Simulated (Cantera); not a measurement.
A closed system holds: 1 mol CH3SiH3, 0.034 mol C2H2, 4.7 mol H2, equilibrated at 0.133 bar.

Method: chemical equilibrium by Gibbs-energy minimisation in Cantera with the NASA 1993 tables (ideal gas, pure condensed phases). Candidate condensed phases: C, C6H6, C7H8, C8H18, Si, SiC; 87 gas species. The feed counts by its element totals alone. Gases not in the tables: Si2H6 and higher silanes. Kinetics and transport are ignored.

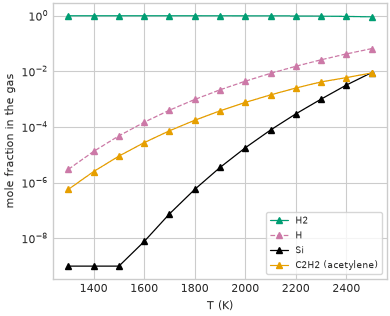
Fig. 1. Equilibrium gas composition (values under 1e-9 drawn at 1e-9)

Question: Read off the mole fractions at 2000 K.

Answer: H2 about 0.99, H about 0.0044, C2H2 (acetylene) about 0.00076, Si about 1.8e-5.
